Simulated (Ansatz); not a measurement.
**TaNH₄Cl₃OF: nudged elastic band (part 1 of 2)**

- system: TaNH₄Cl₃OF
- method: RKS PBE/def2-SVP (Ansatz 0.2.0)

It belongs to a series of runs on one base structure; here: band between the two ends.

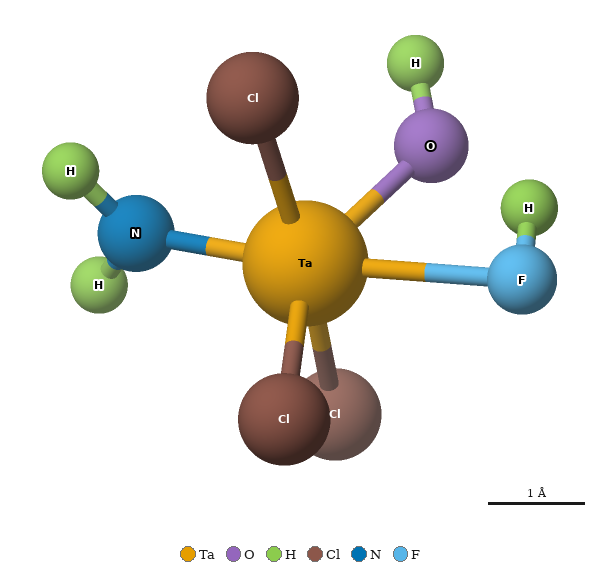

*The input geometry (ball-and-stick view, seen at a tilt). Sticks mark near contacts.*

Bond lengths as drawn: Cl–Ta 2.34 to 2.37 Å, F–H 1.00 Å, F–Ta 2.39 Å, H–N 1.03 Å, H–O 0.97 Å, N–Ta 1.97 Å and O–Ta 2.00 Å.

Key numbers:

```tsv
quantity	value
outcome	converged
barrier, forward	0.006 eV
barrier, backward	0.657 eV
hardware	4 threads of Arm Neoverse V1, 24 GiB of memory available, shared host
wall time	4.9 min (CPU time 19 min)
peak memory	0.24 GiB
```

The order of the saddle point was not checked.

Input file:
```yaml
crystal:
  periodic: [false, false, false]
  atoms:
    - { symbol: Ta, position_ang: [-0.050838, -0.169448, -0.161679] }
    - { symbol: O, position_ang: [1.947542, -0.064694, -0.141743] }
    - { symbol: H, position_ang: [2.511477, 0.586466, 0.311479] }
    - { symbol: Cl, position_ang: [-0.009972, -0.366529, 2.200357] }
    - { symbol: Cl, position_ang: [-0.091397, 0.367506, -2.454489] }
    - { symbol: "N", position_ang: [-0.79256, 1.623996, 0.14925] }
    - { symbol: H, position_ang: [-1.03621, 1.991543, 1.075057] }
    - { symbol: H, position_ang: [-1.074353, 2.265367, -0.600201] }
    - { symbol: Cl, position_ang: [-1.839505, -1.663608, -0.343791] }
    - { symbol: F, position_ang: [1.155643, -2.188253, -0.558819] }
    - { symbol: H, position_ang: [1.914972, -1.560944, -0.40452] }
basis:
  gaussian: { orbitals: def2-SVP }
hamiltonian:
  xc: pbe
neb:
  order_check: false
  images: 7
  f_tol: 0.03
  max_iterations: 60
  final_atoms:
    - { symbol: Ta, position_ang: [-0.2788053, -0.48765585, -0.23757605] }
    - { symbol: O, position_ang: [1.98644427, 0.20637459, -0.21733459] }
    - { symbol: H, position_ang: [2.20279992, 0.31936148, 0.73306274] }
    - { symbol: Cl, position_ang: [0.18075692, -0.57225046, 2.10288005] }
    - { symbol: Cl, position_ang: [-0.1454613, 0.06404118, -2.51293548] }
    - { symbol: "N", position_ang: [-0.71855351, 1.43949577, 0.07268829] }
    - { symbol: H, position_ang: [-0.7695696, 1.88938814, 0.9940184] }
    - { symbol: H, position_ang: [-0.73977437, 2.15367697, -0.6642437] }
    - { symbol: Cl, position_ang: [-2.34865598, -1.50688961, -0.18739721] }
    - { symbol: F, position_ang: [0.80267874, -2.07251681, -0.5341093] }
    - { symbol: H, position_ang: [2.46293921, -0.61162338, -0.47815215] }
  initial_path:
    images:
      - { positions_ang: [[-0.050838, -0.169448, -0.161679], [1.947542, -0.064694, -0.141743], [2.511477, 0.586466, 0.311479], [-0.009972, -0.366529, 2.200357], [-0.091397, 0.367506, -2.454489], [-0.79256, 1.623996, 0.14925], [-1.03621, 1.991543, 1.075057], [-1.074353, 2.265367, -0.600201], [-1.839505, -1.663608, -0.343791], [1.155643, -2.188253, -0.558819], [1.914972, -1.560944, -0.40452]] }
      - { positions_ang: [[-0.03758567, -0.12769378, -0.1202949], [2.0534859, -0.04997442, -0.12122189], [2.56565661, 0.29906447, 0.40941476], [0.00957426, -0.29608405, 2.26816819], [-0.08451536, 0.29560124, -2.45683849], [-0.862695, 1.68516454, 0.13569982], [-1.17987126, 2.02583816, 1.04896625], [-1.07152089, 2.33071593, -0.63411239], [-1.6889653, -1.78232526, -0.26639926], [1.03497707, -2.09355895, -0.69849578], [1.89625864, -1.46534588, -0.49398532]] }
      - { positions_ang: [[-0.02433335, -0.08593956, -0.0789108], [2.15942981, -0.03525484, -0.10070078], [2.61983622, 0.01166293, 0.50735052], [0.02912052, -0.2256391, 2.33597938], [-0.07763372, 0.22369647, -2.45918798], [-0.93283, 1.74633308, 0.12214964], [-1.32353253, 2.06013333, 1.02287551], [-1.06868877, 2.39606486, -0.66802378], [-1.5384256, -1.90104252, -0.18900752], [0.91431113, -1.9988649, -0.83817255], [1.87754528, -1.36974775, -0.58345064]] }
      - { positions_ang: [[-0.01108102, -0.04418535, -0.0375267], [2.26537371, -0.02053526, -0.08017967], [2.67401584, -0.2757386, 0.60528628], [0.04866678, -0.15519415, 2.40379057], [-0.07075208, 0.15179171, -2.46153747], [-1.00296499, 1.80750162, 0.10859946], [-1.46719379, 2.09442849, 0.99678476], [-1.06585666, 2.46141379, -0.70193516], [-1.38788591, -2.01975978, -0.11161579], [0.7936452, -1.90417084, -0.97784933], [1.85883192, -1.27414963, -0.67291596]] }
      - { positions_ang: [[0.0021713, -0.00243113, 0.0038574], [2.37131762, -0.00581568, -0.05965856], [2.72819545, -0.56314013, 0.70322204], [0.06821304, -0.0847492, 2.47160176], [-0.06387043, 0.07988694, -2.46388696], [-1.07309999, 1.86867016, 0.09504928], [-1.61085505, 2.12872365, 0.97069402], [-1.06302454, 2.52676273, -0.73584655], [-1.23734621, -2.13847704, -0.03422405], [0.67297926, -1.80947679, -1.11752611], [1.84011856, -1.17855151, -0.76238128]] }
      - { positions_ang: [[-0.06807285, -0.12373731, -0.05650096], [2.27509928, 0.04723189, -0.09907756], [2.59684657, -0.34251473, 0.71068222], [0.09634901, -0.20662452, 2.37942133], [-0.08426815, 0.0759255, -2.47614909], [-0.98446337, 1.76137656, 0.08945903], [-1.40053369, 2.06888977, 0.97652511], [-0.982212, 2.43349129, -0.71794584], [-1.51517365, -1.98058019, -0.07251734], [0.70540413, -1.8752368, -0.97167191], [1.99582372, -1.03681947, -0.691324]] }
      - { positions_ang: [[-0.138317, -0.24504349, -0.11685932], [2.17888094, 0.10027945, -0.13849657], [2.46549768, -0.12188933, 0.71814239], [0.12448498, -0.32849983, 2.28724091], [-0.10466587, 0.07196406, -2.48841122], [-0.89582675, 1.65408297, 0.08386878], [-1.19021232, 2.00905589, 0.98235621], [-0.90139946, 2.34021985, -0.70004513], [-1.79300109, -1.82268333, -0.11081063], [0.737829, -1.9409968, -0.8258177], [2.15152889, -0.89508744, -0.62026672]] }
      - { positions_ang: [[-0.20856115, -0.36634967, -0.17721769], [2.0826626, 0.15332702, -0.17791558], [2.3341488, 0.09873608, 0.72560257], [0.15262095, -0.45037515, 2.19506048], [-0.12506359, 0.06800262, -2.50067335], [-0.80719013, 1.54678937, 0.07827853], [-0.97989096, 1.94922201, 0.9881873], [-0.82058691, 2.24694841, -0.68214441], [-2.07082854, -1.66478647, -0.14910392], [0.77025387, -2.00675681, -0.6799635], [2.30723405, -0.75335541, -0.54920943]] }
      - { positions_ang: [[-0.2788053, -0.48765585, -0.23757605], [1.98644427, 0.20637459, -0.21733459], [2.20279992, 0.31936148, 0.73306274], [0.18075692, -0.57225046, 2.10288005], [-0.1454613, 0.06404118, -2.51293548], [-0.71855351, 1.43949577, 0.07268829], [-0.7695696, 1.88938814, 0.9940184], [-0.73977437, 2.15367697, -0.6642437], [-2.34865598, -1.50688961, -0.18739721], [0.80267874, -2.07251681, -0.5341093], [2.46293921, -0.61162338, -0.47815215]] }
```

Launched with:
```bash
ansatz run input.yaml --threads 4 --pin off --max-ram 5120MiB --backend cpu --events-out ev --progress --plain --runs-dir out
```

The program's output:
```
Engine: ansatz 0.2.0, aarch64-unknown-linux-gnu
Functional definition: PBE
  parameter kappa = 0.804
  parameter beta = 0.06672455060314922
  exchange = pbe_x(kappa = kappa, mu = beta*pi^2/3)
  correlation = pbe_c(beta = beta)
1584 factors; their error is unknown
mean field evaluation 1: about -45394.6587 eV, gradient 8.7e1 eV
mean field evaluation 2: about -45166.2516 eV, gradient 2.8e2 eV
mean field evaluation 4: about -45406.3070 eV, gradient 3.6e1 eV
mean field evaluation 8: about -45409.2948 eV, gradient 1.3e0 eV
mean field evaluation 16: about -45409.2092 eV, gradient 2.8e-3 eV
mean field -45409.20918476 eV, -1668.7576580725 hartree, gradient 3.0e-5 eV, S^2 0.000000; 0 other end points of the search recorded, 0 dependent functions left out
the calculation of the forces begins
reference -45409.20925438 eV, -1668.7576606310 hartree; 46, 46 occupied and 102, 102 virtual orbitals, 1584 factors
1584 factors; their error is unknown
mean field evaluation 32: about -45409.9489 eV, gradient 3.1e-1 eV
mean field -45409.86044654 eV, -1668.7815915014 hartree, gradient 1.4e-5 eV, S^2 0.000000; 0 other end points of the search recorded, 0 dependent functions left out
[... from here on the field's lines of each further geometry are left out, up to the last ...]
NEB iter   1: max|band force component| = 1.864e1 eV/Å  barrier→ = 4.1379 eV  barrier← = 4.7892 eV  Δτ_max = 0.2000 Å  (306 SCF iters)
NEB iter   2: max|band force component| = 2.822e0 eV/Å  barrier→ = 2.0832 eV  barrier← = 2.7344 eV  Δτ_max = 0.1969 Å  (270 SCF iters)
NEB iter   3: max|band force component| = 2.380e0 eV/Å  barrier→ = 0.8230 eV  barrier← = 1.4743 eV  Δτ_max = 0.1923 Å  (269 SCF iters)
NEB iter   4: max|band force component| = 1.503e0 eV/Å  barrier→ = 0.4261 eV  barrier← = 1.0774 eV  Δτ_max = 0.2000 Å  (251 SCF iters)
NEB iter   5: max|band force component| = 1.223e0 eV/Å  barrier→ = 0.0358 eV  barrier← = 0.6871 eV  Δτ_max = 0.2000 Å  (244 SCF iters)
NEB iter   6: max|band force component| = 9.038e-1 eV/Å  barrier→ = 0.0150 eV  barrier← = 0.6663 eV  Δτ_max = 0.1970 Å  (255 SCF iters)
NEB iter   7: max|band force component| = 6.674e-1 eV/Å  barrier→ = 0.0062 eV  barrier← = 0.6574 eV  Δτ_max = 0.1954 Å  (248 SCF iters)
NEB iter   8: max|band force component| = 1.428e0 eV/Å  barrier→ = 0.0046 eV  barrier← = 0.6559 eV  Δτ_max = 0.0995 Å  (252 SCF iters)
NEB iter   9: max|band force component| = 4.388e-1 eV/Å  barrier→ = 0.0042 eV  barrier← = 0.6555 eV  CI = image 1  Δτ_max = 0.1032 Å  (232 SCF iters)
NEB iter  10: max|band force component| = 2.250e-1 eV/Å  barrier→ = 0.0071 eV  barrier← = 0.6583 eV  CI = image 1  Δτ_max = 0.0440 Å  (229 SCF iters)
NEB iter  11: max|band force component| = 1.993e-1 eV/Å  barrier→ = 0.0063 eV  barrier← = 0.6576 eV  CI = image 1  Δτ_max = 0.0284 Å  (230 SCF iters)
NEB iter  12: max|band force component| = 1.128e-1 eV/Å  barrier→ = 0.0059 eV  barrier← = 0.6572 eV  CI = image 1  Δτ_max = 0.0117 Å  (228 SCF iters)
NEB iter  13: max|band force component| = 7.575e-2 eV/Å  barrier→ = 0.0057 eV  barrier← = 0.6570 eV  CI = image 1  Δτ_max = 0.0109 Å  (236 SCF iters)
NEB iter  14: max|band force component| = 4.661e-2 eV/Å  barrier→ = 0.0056 eV  barrier← = 0.6568 eV  CI = image 1  Δτ_max = 0.0050 Å  (237 SCF iters)
the calculation of the forces begins
reference -45409.85111771 eV, -1668.7812486732 hartree; 46, 46 occupied and 102, 102 virtual orbitals, 1584 factors
1584 factors; their error is unknown
mean field evaluation 1088: about -45409.2899 eV, gradient 1.2e0 eV
mean field -45409.20360986 eV, -1668.7574531988 hartree, gradient 1.5e-5 eV, S^2 0.000000; 1 other end points of the search recorded, 0 dependent functions left out
the calculation of the forces begins
reference -45409.20367883 eV, -1668.7574557332 hartree; 46, 46 occupied and 102, 102 virtual orbitals, 1584 factors
NEB iter  15: max|band force component| = 2.386e-2 eV/Å  barrier→ = 0.0056 eV  barrier← = 0.6568 eV  CI = image 1  Δτ_max = 0.0000 Å  (486 SCF iters)
```
